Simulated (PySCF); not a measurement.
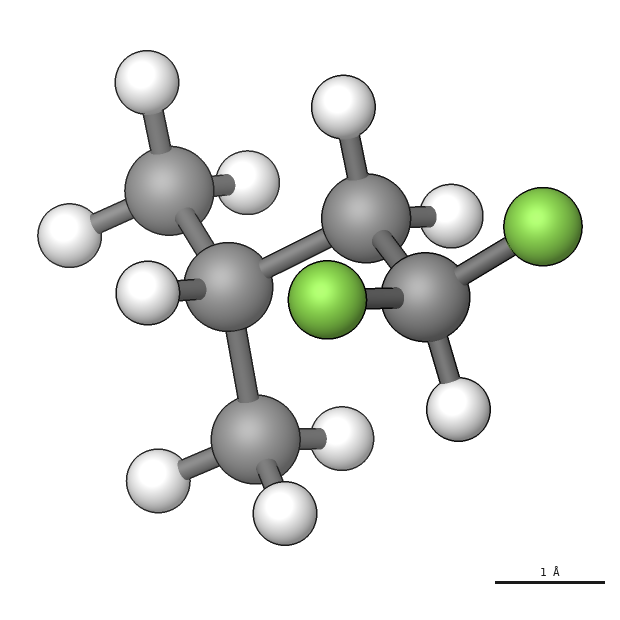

Ball-and-stick drawing of a structure. Every bond is drawn as one stick, whatever its order. Colours: carbon grey, fluorine green, hydrogen white.

The computed structure is the end point of a GFN2-xTB optimisation. No frequency run is at hand to confirm it as a minimum.

Description:

The molecule is C5H10F2. Its SMILES string is `CC(C)CC(F)F`. It has no ring. Among its groups: C–F bond. This geometry has C1 symmetry. Coordination: 5 C tetrahedral.

More results for the same structure follow; atom numbers are the same in all pictures, views and colours differ.

**Shape**

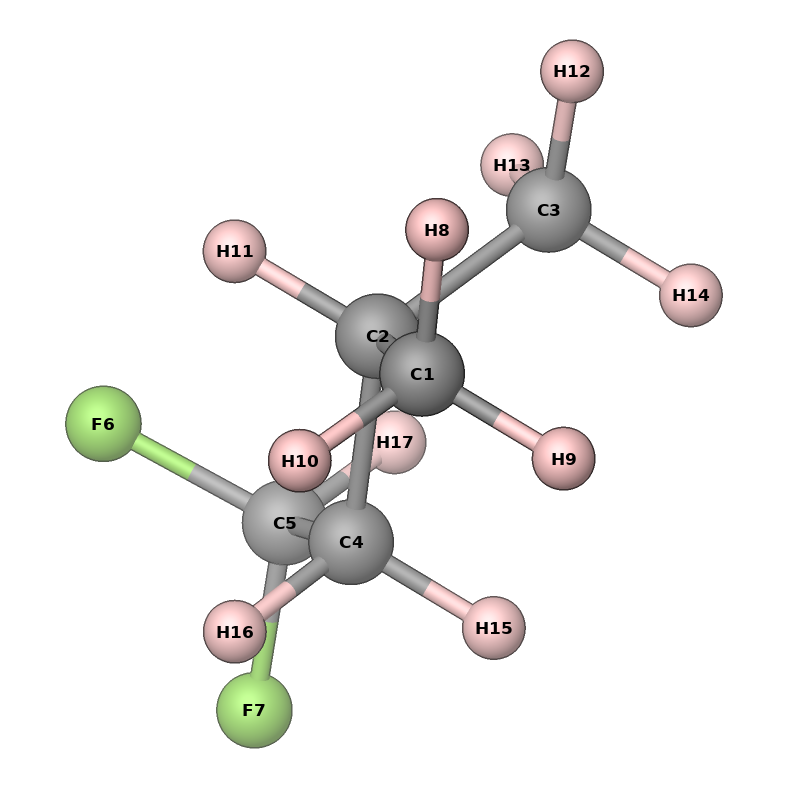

C5 lies behind C4. The molecule seen a little off the C4–C5 bond, C4 in front. Depth is shown by fading: the farther an atom, the more it takes the colour of the background. No frequency run is at hand to confirm it as a minimum.

What is the torsion angle C2–C4–C5–F6? The sign is positive where the front bond must turn clockwise to cover the back bond.

−60°, synclinal (gauche). The bonds about C4–C5 are staggered.

**Excitation**

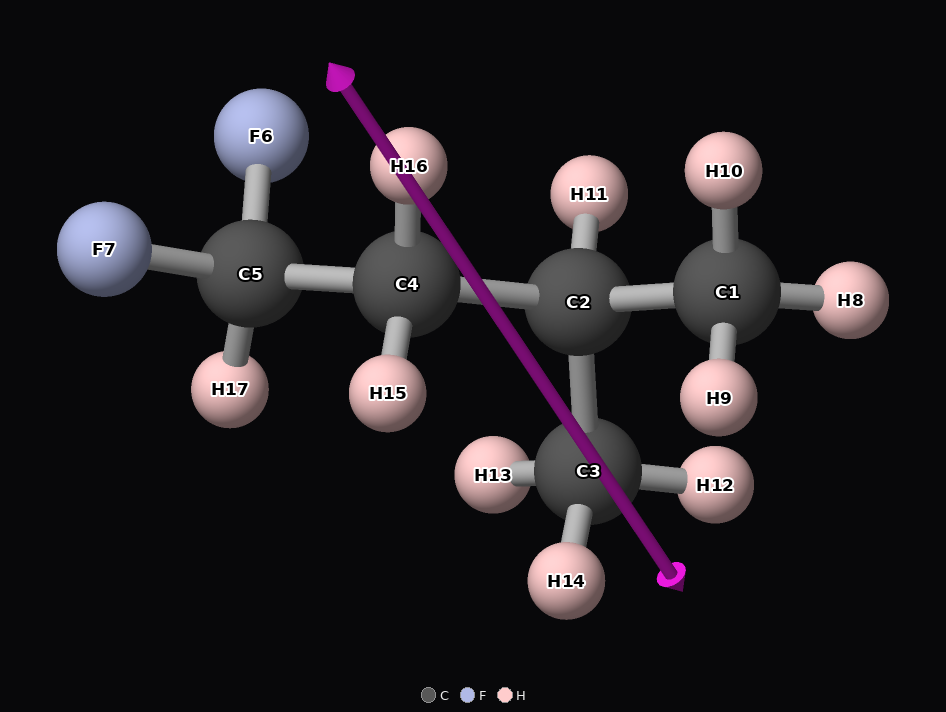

The double arrow shows the direction of the transition dipole to excited singlet state 3 (its length means nothing). No frequency run is at hand to confirm it as a minimum. Properties computed with TDDFT PBE0/def2-SVPD, vertical, gas phase, core orbitals frozen in the response (PySCF 2.14.0).

Where does the transition lie, and how strong is it?

9.14 eV (136 nm), oscillator strength 0.054, mainly HOMO−2 → LUMO (weight 0.97); transition dipole 1.25 D.

**NMR shielding**

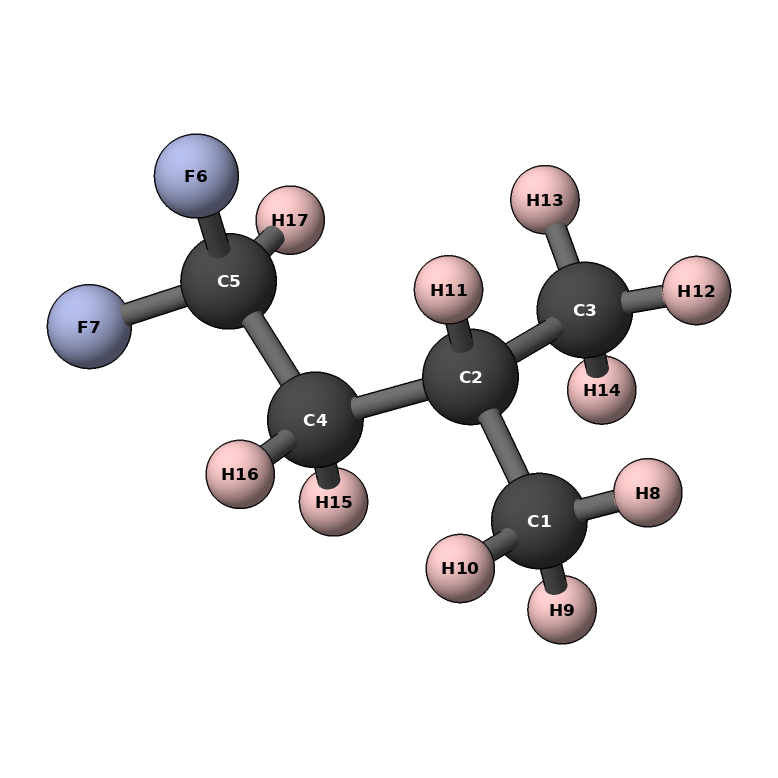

No frequency run is at hand to confirm it as a minimum. Properties computed with GIAO PBE0/pcSseg-1 NMR shielding, non-relativistic, gas phase (PySCF 2.14.0). Principal shieldings σ11 ≤ σ22 ≤ σ33, span Ω = σ33 − σ11, skew κ = 3(σiso − σ22)/Ω.

Which F atom has the most anisotropic shielding?

F7, with a span of 191 ppm.

Give the shielding tensors of the F atoms.

```csv
atom,σ11,σ22,σ33,σiso,Ω,κ
F6,223.0,337.6,385.3,315.3,162.3,−0.41
F7,200.1,338.9,390.9,310.0,190.8,−0.46
```

Shieldings and span in ppm.

**Polarisability**

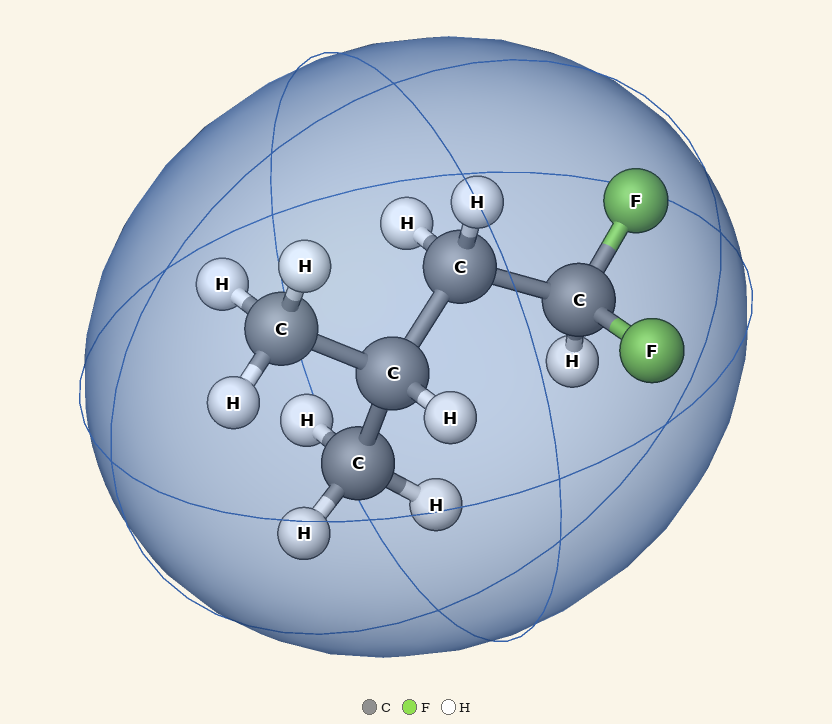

The ellipsoid shows the static dipole polarisability: its half-axes are proportional to the principal values. No frequency run is at hand to confirm it as a minimum. Level of theory: PBE0/def2-SVPD (PySCF 2.14.0).

Give the principal values, the mean and the anisotropy.

Principal values 57.8, 63.2, 69.9 bohr³; mean 63.7 bohr³ (9.43 Å³); anisotropy 10.5 bohr³, so the longest axis is 1.21 times the shortest.
